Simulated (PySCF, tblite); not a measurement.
# C7H16OSi: geometry, infrared bands and NMR shifts

Wanted: the infrared bands and NMR shifts of C7H16OSi (`CCO/C=C(\[SiH3])C(C)C`), by calculation.

Computed with tblite 0.8.0 and PySCF 2.14.0, with density-fitted response routines of our own, on a single molecule in the gas phase. Atoms count from 0, in the outputs and in this text.

### Step 1. The starting structure

25 atoms, charge 0, multiplicity 1; geometry from: force field or distance geometry start.

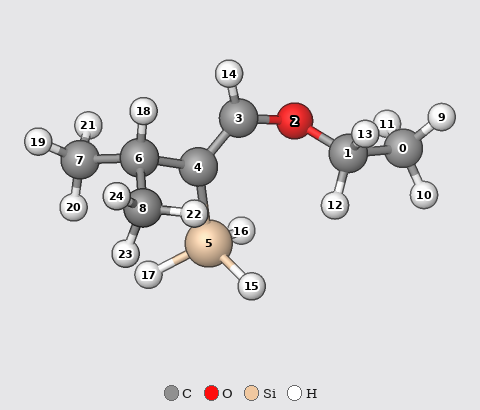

The starting geometry (carbon grey, oxygen red, silicon light orange, hydrogen white), atoms numbered; sticks join atoms by distance.

### Step 2. Relaxing the molecule with GFN2-xTB

Job settings and geometry (Å):

```
{"job": {"kind": "relax", "xc": "GFN2-xTB", "basis": "xTB"}, "charge": 0, "multiplicity": 1}
C      3.712300     1.402000     0.579700
C      2.203400     1.229200     0.830700
O      1.485300     1.235200    -0.356400
C      0.099600     1.101400    -0.399600
C     -0.525400    -0.060800    -0.201200
Si     0.316100    -1.646700     0.110900
C     -2.025600    -0.073500    -0.271900
C     -2.530600    -0.867300    -1.431000
C     -2.481700    -0.571700     1.071600
H      4.031700     2.421100     0.935800
H      4.312100     0.642400     1.101800
H      3.923600     1.392700    -0.506700
H      2.056700     0.214000     1.304800
H      1.884900     2.048600     1.477900
H     -0.477200     2.010600    -0.577100
H      0.692300    -1.812000     1.534100
H      1.596200    -1.609200    -0.645600
H     -0.423300    -2.805700    -0.394100
H     -2.351900     0.970200    -0.371600
H     -3.600200    -0.680800    -1.633200
H     -2.277600    -1.928800    -1.300500
H     -1.973600    -0.481400    -2.325800
H     -1.763700    -0.169600     1.833200
H     -2.395300    -1.694900     1.052700
H     -3.498800    -0.241000     1.369600
```

The run is started by

```bash
$ OMP_NUM_THREADS=1 python probes_run.py task.json out
```

This one command runs all jobs of the session in turn.

Log:

```text
step      E/eV     max force
  0    -786.22519    2.048
  1    -786.47731    0.849
  2    -786.54543    0.667
  3    -786.59216    0.501
  4    -786.62737    0.402
  5    -786.64975    0.289
  6    -786.66141    0.228
  7    -786.67343    0.202
  8    -786.68379    0.259
  9    -786.69338    0.182
 10    -786.70013    0.173
 11    -786.70555    0.156
 12    -786.71035    0.192
 13    -786.71434    0.142
 14    -786.71741    0.115
 15    -786.72037    0.105
 16    -786.72400    0.171
 17    -786.72787    0.170
 18    -786.73091    0.129
 19    -786.73303    0.123
 20    -786.73508    0.104
 21    -786.73752    0.134
 22    -786.73983    0.119
 23    -786.74158    0.082
 24    -786.74312    0.096
 25    -786.74503    0.142
 26    -786.74728    0.133
 27    -786.74952    0.103
 28    -786.75169    0.095
 29    -786.75422    0.125
 30    -786.75729    0.160
 31    -786.76022    0.117
 32    -786.76224    0.109
 33    -786.76376    0.106
 34    -786.76539    0.109
 35    -786.76712    0.123
 36    -786.76855    0.086
 37    -786.76949    0.078
 38    -786.77032    0.088
 39    -786.77135    0.110
 40    -786.77323    0.098
 41    -786.77481    0.105
 42    -786.77650    0.122
 43    -786.77838    0.128
 44    -786.78085    0.148
 45    -786.78339    0.114
 46    -786.78557    0.089
 47    -786.78694    0.149
 48    -786.78872    0.101
 49    -786.79065    0.093
 50    -786.79389    0.106
 51    -786.79558    0.084
 52    -786.79856    0.111
 53    -786.80093    0.109
 54    -786.80273    0.161
 55    -786.80560    0.132
 56    -786.80824    0.093
 57    -786.81299    0.152
 58    -786.81511    0.124
 59    -786.82008    0.185
 60    -786.82506    0.158
 61    -786.82842    0.221
 62    -786.83368    0.164
 63    -786.83931    0.192
 64    -786.84721    0.193
 65    -786.85346    0.185
 66    -786.85846    0.219
 67    -786.85563    0.332
 68    -786.86460    0.162
 69    -786.86639    0.113
 70    -786.86974    0.123
 71    -786.87220    0.140
 72    -786.87624    0.133
 73    -786.87975    0.103
 74    -786.88201    0.177
 75    -786.88469    0.152
 76    -786.88756    0.114
 77    -786.89453    0.186
 78    -786.89742    0.160
 79    -786.90260    0.151
 80    -786.90725    0.128
 81    -786.91109    0.196
 82    -786.91522    0.147
 83    -786.91895    0.155
 84    -786.92330    0.125
 85    -786.92631    0.117
 86    -786.92837    0.110
 87    -786.93032    0.093
 88    -786.93215    0.125
 89    -786.93457    0.131
 90    -786.93760    0.130
 91    -786.94137    0.131
 92    -786.94425    0.146
 93    -786.94813    0.134
 94    -786.95250    0.162
 95    -786.95985    0.172
 96    -786.96702    0.212
 97    -786.97415    0.196
 98    -786.97727    0.189
 99    -786.98051    0.173
100    -786.98504    0.145
101    -786.99031    0.160
102    -786.99392    0.153
103    -786.99788    0.143
104    -787.00170    0.128
105    -787.00593    0.139
106    -787.00967    0.118
107    -787.01283    0.117
108    -787.01530    0.095
109    -787.01634    0.160
110    -787.01857    0.151
111    -787.01999    0.089
112    -787.02129    0.050
113    -787.02234    0.066
114    -787.02295    0.055
115    -787.02373    0.046
116    -787.02440    0.047
117    -787.02499    0.056
118    -787.02552    0.064
119    -787.02617    0.060
120    -787.02703    0.063
121    -787.02796    0.056
122    -787.02874    0.065
123    -787.02941    0.061
124    -787.03021    0.058
125    -787.03141    0.063
126    -787.03277    0.058
127    -787.03364    0.084
128    -787.03422    0.038
129    -787.03452    0.034
130    -787.03474    0.033
131    -787.03501    0.034
132    -787.03548    0.046
133    -787.03600    0.051
134    -787.03648    0.048
135    -787.03684    0.054
136    -787.03717    0.054
137    -787.03747    0.043
138    -787.03781    0.052
139    -787.03815    0.046
140    -787.03843    0.034
141    -787.03865    0.025
142    -787.03885    0.029
143    -787.03907    0.032
144    -787.03931    0.030
145    -787.03953    0.028
146    -787.03972    0.032
147    -787.03992    0.043
148    -787.04014    0.037
149    -787.04034    0.028
150    -787.04051    0.025
151    -787.04067    0.031
152    -787.04086    0.037
153    -787.04109    0.030
154    -787.04134    0.026
155    -787.04157    0.030
156    -787.04179    0.035
157    -787.04197    0.039
158    -787.04209    0.018
159    -787.04219    0.016
160    -787.04228    0.024
161    -787.04237    0.029
162    -787.04245    0.026
163    -787.04253    0.017
164    -787.04261    0.016
165    -787.04267    0.015
166    -787.04274    0.015
167    -787.04281    0.015
168    -787.04287    0.013
169    -787.04294    0.014
170    -787.04301    0.014
171    -787.04307    0.014
172    -787.04313    0.019
173    -787.04318    0.021
174    -787.04324    0.020
175    -787.04331    0.017
176    -787.04339    0.017
177    -787.04346    0.017
178    -787.04353    0.026
179    -787.04361    0.029
180    -787.04369    0.023
181    -787.04376    0.015
182    -787.04380    0.012
183    -787.04384    0.016
184    -787.04387    0.019
185    -787.04392    0.018
186    -787.04397    0.015
187    -787.04402    0.016
188    -787.04409    0.018
189    -787.04417    0.022
190    -787.04428    0.026
191    -787.04441    0.032
192    -787.04458    0.033
193    -787.04475    0.030
194    -787.04493    0.038
195    -787.04510    0.035
196    -787.04525    0.031
197    -787.04536    0.027
198    -787.04543    0.016
199    -787.04546    0.017
200    -787.04549    0.012
201    -787.04551    0.010
```

It took 3.4 s on 1 thread of Arm Neoverse N1, shared host.

Along the way: (not every step is listed)

| step | energy from step 0 (eV) | largest force (eV/Å) |
| --- | --- | --- |
| 0 | 0.0000 | 2.0477 |
| 1 | -0.2521 | 0.8490 |
| 2 | -0.3202 | 0.6672 |
| 3 | -0.3670 | 0.5009 |
| 4 | -0.4022 | 0.4023 |
| 5 | -0.4246 | 0.2891 |
| 6 | -0.4362 | 0.2283 |
| 7 | -0.4482 | 0.2018 |
| 8 | -0.4586 | 0.2586 |
| 26 | -0.5221 | 0.1329 |
| 44 | -0.5557 | 0.1481 |
| 62 | -0.6085 | 0.1637 |
| 80 | -0.6821 | 0.1283 |
| 98 | -0.7521 | 0.1889 |
| 116 | -0.7992 | 0.0474 |
| 134 | -0.8113 | 0.0481 |
| 152 | -0.8157 | 0.0369 |
| 170 | -0.8178 | 0.0145 |
| 188 | -0.8189 | 0.0181 |
| 196 | -0.8201 | 0.0310 |
| 197 | -0.8202 | 0.0270 |
| 198 | -0.8202 | 0.0163 |
| 199 | -0.8203 | 0.0175 |
| 200 | -0.8203 | 0.0124 |
| 201 | -0.8203 | 0.0097 |

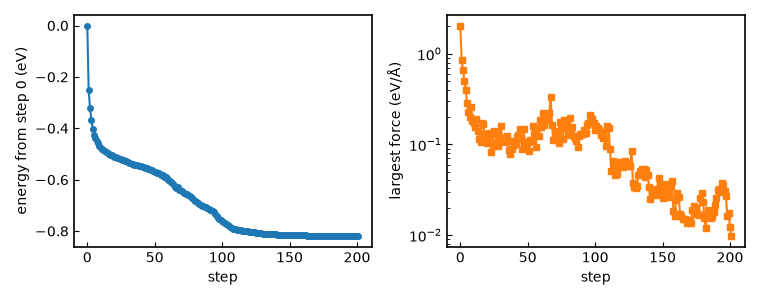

Energy and force, step by step.

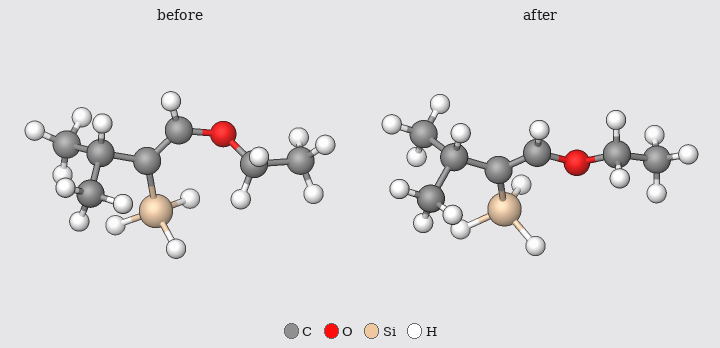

Before and after, at one scale.

Distances of close pairs at the start and the end, largest changes first:

| bond | before (Å) | after (Å) | change (Å) |
| --- | --- | --- | --- |
| C4–Si5 | 1.822 | 1.883 | +0.060 |
| C8–H23 | 1.127 | 1.087 | -0.040 |
| C0–H9 | 1.126 | 1.087 | -0.039 |
| C6–C7 | 1.493 | 1.529 | +0.036 |
| C7–H21 | 1.122 | 1.088 | -0.035 |
| C8–H22 | 1.121 | 1.088 | -0.034 |
| O2–C3 | 1.393 | 1.363 | -0.030 |
| C1–H12 | 1.130 | 1.101 | -0.029 |

The next job starts from the end point, and lists it.

### Step 3. Infrared spectrum with GFN2-xTB

Job settings and geometry (Å):

```
{"job": {"kind": "ir", "xc": "GFN2-xTB", "basis": "xTB"}, "charge": 0, "multiplicity": 1}
C      3.819329     1.439817     0.553961
C      2.349196     1.671052     0.863704
O      1.598640     0.643295     0.253583
C      0.244552     0.794847     0.239280
C     -0.537496    -0.252309    -0.004254
Si     0.359482    -1.890927    -0.237316
C     -2.029254    -0.088540    -0.100860
C     -2.526058    -0.502609    -1.485865
C     -2.734002    -0.899686     0.986583
H      3.984453     1.484501    -0.519116
H      4.426440     2.197096     1.042163
H      4.117386     0.456610     0.907651
H      2.184028     1.658662     1.951937
H      2.025605     2.650697     0.481095
H     -0.123964     1.805332     0.410199
H      1.192316    -2.158912     0.936989
H      1.184892    -1.848784    -1.446354
H     -0.604257    -2.991282    -0.375627
H     -2.273982     0.971697     0.048800
H     -3.603245    -0.365594    -1.560720
H     -2.295593    -1.548519    -1.671807
H     -2.045425     0.097572    -2.255408
H     -2.380904    -0.598776     1.970319
H     -2.533337    -1.959968     0.857907
H     -3.809738    -0.741127     0.940982
```

Log:

```text
mode    cm-1     km/mol
  1      36.0      0.01
  2      41.5      1.70
  3      60.4      0.69
  4      82.7      1.05
  5     110.8      0.09
  6     166.4      0.30
  7     181.2      0.74
  8     201.7      0.18
  9     215.8      0.17
 10     226.2      0.32
 11     249.5      1.95
 12     283.4      0.92
 13     322.0      2.34
 14     410.6      0.79
 15     446.5      6.12
 16     494.4      7.05
 17     508.5     29.62
 18     590.3     25.80
 19     591.3     90.89
 20     654.4     31.79
 21     776.9    179.13
 22     802.9    178.83
 23     808.2    363.40
 24     831.8      6.33
 25     849.3     13.25
 26     907.9      3.96
 27     941.2      2.16
 28     945.6      2.85
 29     984.1      0.07
 30    1028.2     13.14
 31    1080.3      5.14
 32    1129.1     13.51
 33    1137.4      1.72
 34    1140.5    141.17
 35    1155.2    136.42
 36    1187.9    125.74
 37    1219.2     22.06
 38    1253.8      2.68
 39    1289.3     20.65
 40    1317.5      3.37
 41    1334.7     22.87
 42    1350.0      4.82
 43    1400.6      5.04
 44    1401.7     13.73
 45    1414.1      2.87
 46    1474.1      3.55
 47    1486.3      4.39
 48    1492.6      0.30
 49    1493.6      2.78
 50    1494.9      0.11
 51    1500.9      5.39
 52    1506.5      2.23
 53    1676.3    176.31
 54    2200.3    377.33
 55    2243.1    418.68
 56    2246.1    140.95
 57    2853.1     61.98
 58    2884.3     58.97
 59    2893.1     66.92
 60    2958.4     99.58
 61    3020.0      2.07
 62    3025.4    104.95
 63    3031.8     39.45
 64    3034.6     18.64
 65    3042.3     17.39
 66    3047.2     45.39
 67    3047.5     32.06
 68    3049.9     24.65
 69    3054.4     23.89
```

Run time: 2.2 s. Hardware: 1 thread of Arm Neoverse N1, shared host.

Which atoms move in the most intense modes:

| cm⁻¹ | km/mol | atoms |
| --- | --- | --- |
| 777 | 179.1 | H15 47 %, H16 47 % |
| 803 | 178.8 | H17 57 %, H16 29 %, H15 10 % |
| 808 | 363.4 | H17 42 %, H15 35 %, H16 14 % |
| 1140 | 141.2 | C1 23 %, H13 17 %, O2 17 % |
| 1676 | 176.3 | C3 48 %, C4 48 % |
| 2200 | 377.3 | H17 95 % |
| 2243 | 418.7 | H16 62 %, H15 34 % |
| 2246 | 140.9 | H15 62 %, H16 34 % |

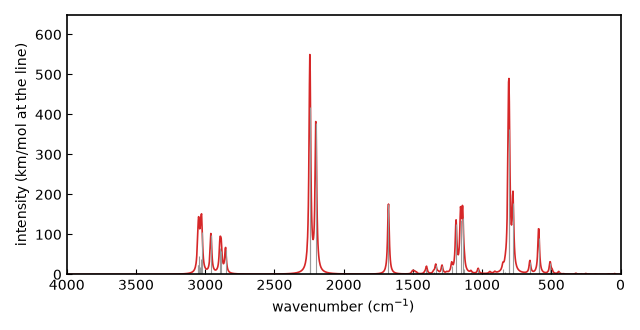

The infrared spectrum from these modes, unscaled. Lines are broadened to a width of 14 cm⁻¹ (Lorentzian).

### Step 4. NMR shieldings: PBE0/pcSseg-1

Settings changed since step 3:

```diff
@@ -1,2 +1,2 @@
-{"job": {"kind": "ir", "xc": "GFN2-xTB", "basis": "xTB"}, "charge": 0, "multiplicity": 1}
+{"job": {"kind": "nmr", "xc": "PBE0", "basis": "pcSseg-1"}, "charge": 0, "multiplicity": 1}
 C      3.819329     1.439817     0.553961
```

Method: GIAO PBE0/pcSseg-1 NMR shielding, non-relativistic, gas phase.

Log:

```text
coarse grid: 20232 points
cycle   1  E = -640.3107618239  dE =  8.384e-01  |g| = 6.266e-01  |ddm| = 4.258e+00
cycle   2  E = -640.2557745352  dE =  5.499e-02  |g| = 8.183e-01  |ddm| = 1.294e+00
cycle   3  E = -640.3979194548  dE = -1.421e-01  |g| = 9.771e-02  |ddm| = 7.991e-01
cycle   4  E = -640.3996796817  dE = -1.760e-03  |g| = 3.437e-02  |ddm| = 9.778e-02
cycle   5  E = -640.3999453096  dE = -2.656e-04  |g| = 1.044e-02  |ddm| = 3.449e-02
cycle   6  E = -640.3999637475  dE = -1.844e-05  |g| = 5.337e-03  |ddm| = 1.292e-02
cycle   7  E = -640.3999700315  dE = -6.284e-06  |g| = 4.775e-04  |ddm| = 5.204e-03
final grid: 187544 points
cycle   8  E = -640.4657108407  dE = -5.848e-05  |g| = 1.313e-02  |ddm| = 4.667e-02
cycle   9  E = -640.4656721609  dE =  3.868e-05  |g| = 1.928e-02  |ddm| = 2.362e-02
cycle  10  E = -640.4657455357  dE = -7.337e-05  |g| = 2.977e-03  |ddm| = 1.616e-02
cycle  11  E = -640.4657475904  dE = -2.055e-06  |g| = 3.483e-04  |ddm| = 2.943e-03
cycle  12  E = -640.4657476099  dE = -1.953e-08  |g| = 2.060e-04  |ddm| = 4.704e-04
cycle  13  E = -640.4657476199  dE = -9.952e-09  |g| = 3.234e-05  |ddm| = 2.209e-04
cycle  14  E = -640.4657476201  dE = -2.237e-10  |g| = 9.133e-06  |ddm| = 4.580e-05
converged SCF energy = -640.4657476201

GIAO shielding tensors (ppm)
atom      isotropic    diamagn.    paramagn.     s11        s22        s33       span
  0 C      169.257     246.467     -77.210    153.414    168.875    185.482     32.068
  1 C      117.202     243.460    -126.258     81.410    103.431    166.764     85.354
  2 O      203.687     404.454    -200.768    120.902    231.767    258.392    137.490
  3 C       27.060     257.031    -229.972    -72.600     75.041     78.738    151.338
  4 C       65.780     265.832    -200.052    -29.015     75.463    150.891    179.906
  5 Si     441.915     883.831    -441.916    427.189    431.839    466.719     39.529
  6 C      150.319     242.634     -92.314    143.048    146.535    161.375     18.327
  7 C      160.964     248.531     -87.567    143.054    154.991    184.847     41.794
  8 C      160.925     248.320     -87.395    141.162    156.575    185.038     43.876
  9 H       30.159      29.340       0.819     26.531     28.422     35.525      8.994
 10 H       30.685      25.359       5.326     26.640     27.633     37.781     11.141
 11 H       30.074      29.561       0.514     25.963     29.033     35.226      9.263
 12 H       27.746      30.750      -3.004     23.224     27.604     32.411      9.187
 13 H       27.838      30.765      -2.927     23.415     28.140     31.959      8.544
 14 H       24.904      36.177     -11.272     22.527     23.220     28.966      6.439
 15 H       27.604      31.817      -4.214     24.143     26.252     32.416      8.273
 16 H       27.586      31.587      -4.001     24.429     25.627     32.703      8.274
 17 H       27.638      31.698      -4.060     23.701     27.742     31.472      7.770
 18 H       29.511      33.881      -4.370     26.667     28.110     33.756      7.088
 19 H       30.607      29.753       0.854     26.345     27.854     37.623     11.278
 20 H       30.558      31.468      -0.910     26.652     30.477     34.543      7.891
 21 H       30.695      31.345      -0.650     26.606     28.759     36.720     10.114
 22 H       30.759      31.158      -0.399     26.602     28.941     36.734     10.132
 23 H       30.448      31.381      -0.934     26.568     30.314     34.461      7.893
 24 H       30.630      29.662       0.968     26.393     27.863     37.634     11.241
```

Wall time 2.2 min (1 thread of Arm Neoverse N1, shared host); peak memory 1.1 GiB.

Shifts follow as δ = σ(reference) − σ, with reference shieldings (ppm) from runs at the same level and on the same kind of geometry: ¹H TMS 31.72, ¹³C TMS 186.9, ²⁹Si TMS 349.2, ¹⁷O H2O 336.1. The references are single molecules in the gas phase, so shifts against H2O, NH3, PH3, H3PO4 or CFCl3 are not on the usual liquid scales and can be off by tens of ppm. Atoms listed in one row are averaged.

| atoms | environment | σ (ppm) | δ (ppm) | δ scaled to CDCl3 |
| --- | --- | --- | --- | --- |
| C3 | alkene carbon bearing oxygen | 27.1 | 159.9 | 154.1 |
| C4 | β carbon of an enol-ether or enamine type C=C | 65.8 | 121.1 | 116.3 |
| C1 | sp3 CH2 bonded to O | 117.2 | 69.7 | 66.1 |
| C6 | allylic sp3 CH | 150.3 | 36.6 | 33.8 |
| C7, C8 | methyl carbon | 160.9 | 26.0 | 23.4 |
| C0 | methyl carbon | 169.3 | 17.7 | 15.3 |
| H14 | hydrogen on an alkene carbon bearing oxygen | 24.90 | 6.81 | 6.53 |
| H15, H16, H17 | hydrogen on a silicon bonded to C | 27.61 | 4.11 | – |
| H12, H13 | hydrogen on an sp3 CH2 bonded to O | 27.79 | 3.92 | 3.81 |
| H18 | hydrogen on an allylic sp3 CH | 29.51 | 2.21 | 2.19 |
| H9, H10, H11 | hydrogen on a methyl carbon | 30.31 | 1.41 | 1.44 |
| H19, H20, H21, H22, H23, H24 | hydrogen on a methyl carbon | 30.62 | 1.10 | 1.14 |
| O2 | ether oxygen | 203.7 | 132.4 | – |
| Si5 | silicon bonded to C, 3 H | 441.9 | -92.8 | – |

The scaled column applies a straight-line fit of computed shieldings to shifts measured in CDCl3 (root-mean-square error 0.16 ppm for H, 1.9 ppm for C).

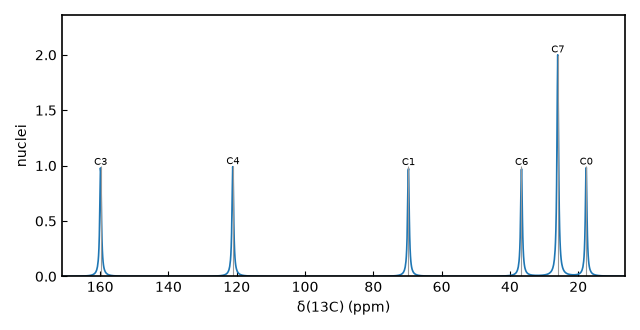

¹³C lines at the computed shifts, without couplings. Lines are broadened to a width of 0.57 ppm (Lorentzian).

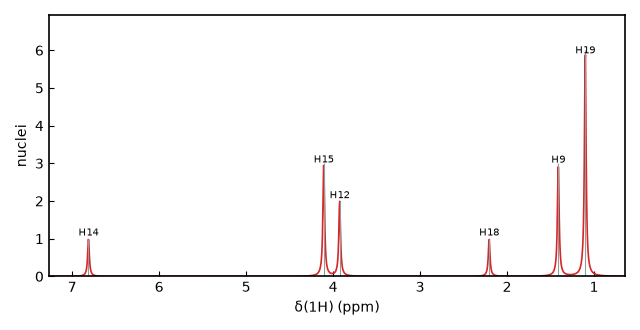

¹H lines at the computed shifts, without couplings. Lines are broadened to a width of 0.02 ppm (Lorentzian).

Charges from the same density, by scheme (e):

| atoms | Mulliken | IAO | Hirshfeld | ESP fit |
| --- | --- | --- | --- | --- |
| C0 | -0.28 | -0.42 | -0.12 | -0.41 |
| C1 | 0.00 | -0.04 | 0.01 | 0.27 |
| O2 | -0.49 | -0.34 | -0.09 | -0.20 |
| C3 | 0.25 | 0.05 | 0.02 | -0.08 |
| C4 | -0.48 | -0.33 | -0.12 | -0.25 |
| Si5 | 0.54 | 0.58 | 0.28 | 0.31 |
| C6 | -0.31 | -0.08 | -0.02 | 0.44 |
| C7, C8 | -0.20 | -0.42 | -0.12 | -0.56 |

Hirshfeld charges:

C0 -0.12; C1 0.01; O2 -0.09; C3 0.02; C4 -0.12; Si5 0.28; C6 -0.02; C7 -0.12; C8 -0.12; H9 0.04; H10 0.05; H11 0.05; H12 0.04; H13 0.04; H14 0.05; H15 -0.08; H16 -0.08; H17 -0.08; H18 0.03; H19 0.04; H20 0.04; H21 0.04; H22 0.04; H23 0.04; H24 0.04

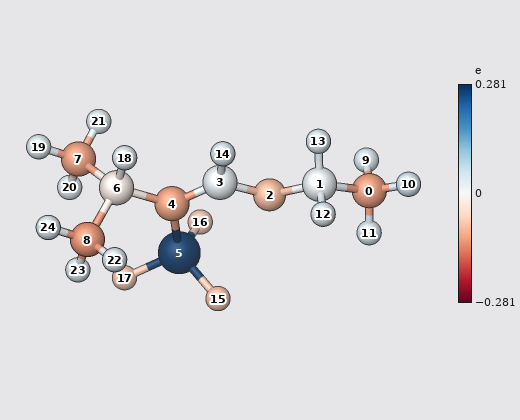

Hirshfeld charges, as colours on the atoms.

Mayer bond orders: C0–C1 1.07, C1–O2 0.88, O2–C3 0.98, C3–C4 1.82, C4–Si5 0.88, C4–C6 0.99, C6–C7 1.02, C6–C8 1.02.

Orbitals, density, ELF and potential are computed afterwards from the orbital file.

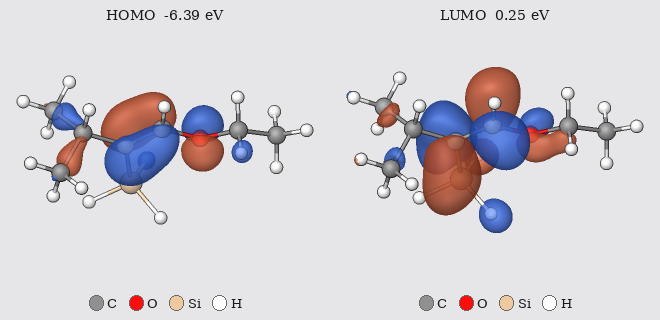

Frontier orbitals at PBE0/pcSseg-1; each surface holds 70 % of the orbital's density, blue and red mark the sign.

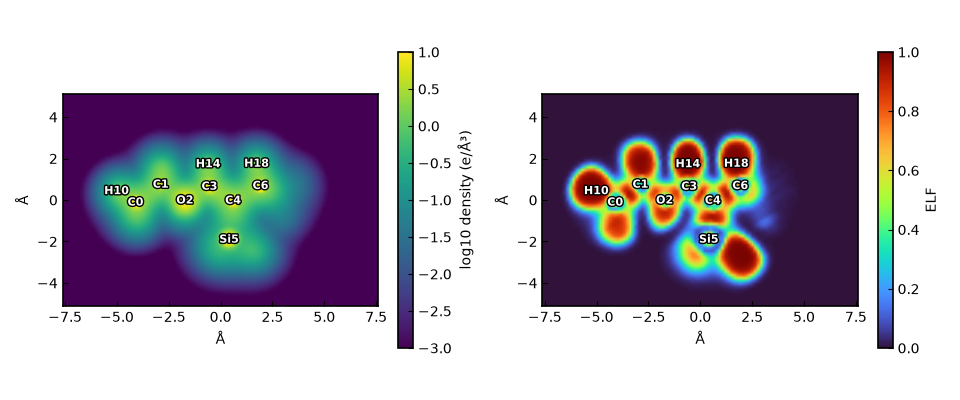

Density (left) and ELF (right) in a plane through or near 10 of the atoms.

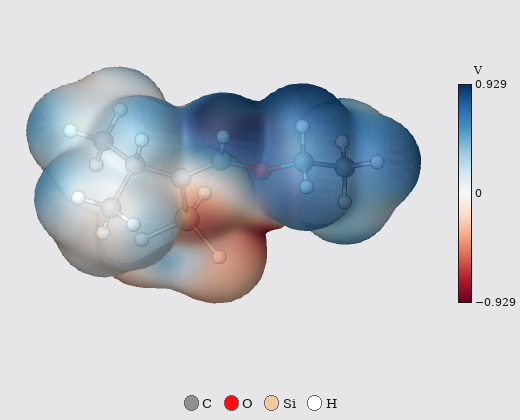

Electrostatic potential on the surface of density 0.002 e/bohr³; red is low, blue high. It runs from -0.93 V near O2 to 0.92 V near H14.

### Step 5. Outcome

| quantity | value |
| --- | --- |
| strongest single infrared mode (GFN2-xTB) | 2243 cm⁻¹, 419 km/mol |
| zero-point energy (GFN2-xTB) | 130.5 kcal/mol |
| ¹³C shifts against TMS (PBE0/pcSseg-1, means over atoms taken as alike) | 159.9, 121.1, 69.7, 36.6, 26.0, 17.7 ppm |
| ¹H shifts against TMS (PBE0/pcSseg-1, means over atoms taken as alike) | 6.81, 4.11, 3.92, 2.21, 1.41, 1.10 ppm |
| ¹⁷O shifts against H2O (PBE0/pcSseg-1) | 132.4 ppm |
| ²⁹Si shifts against TMS (PBE0/pcSseg-1) | -92.8 ppm |
| surface potential, least and greatest | -0.93 V and 0.92 V |

In words: The optimisation took 201 steps and gained 0.820 eV; among the close pairs (by a distance rule), C4–Si5 changed most, from 1.822 to 1.883 Å. All 69 modes are real, so the xTB geometry is a minimum. GFN2-xTB is a fitted tight-binding method: band positions and strengths are rough. Its intensities can rank the bands wrongly. C3 (alkene carbon bearing oxygen) lies farthest downfield among carbon, at 159.9 ppm; an sp2 carbon further deshielded by the attached heteroatom. The most deshielded hydrogen is H14 (hydrogen on an alkene carbon bearing oxygen), at 6.81 ppm: attached to an sp2 carbon and in the plane of the double bond. At PBE0/pcSseg-1: Shielding is most anisotropic at C4 (span 180 ppm, paramagnetic term -200 ppm).
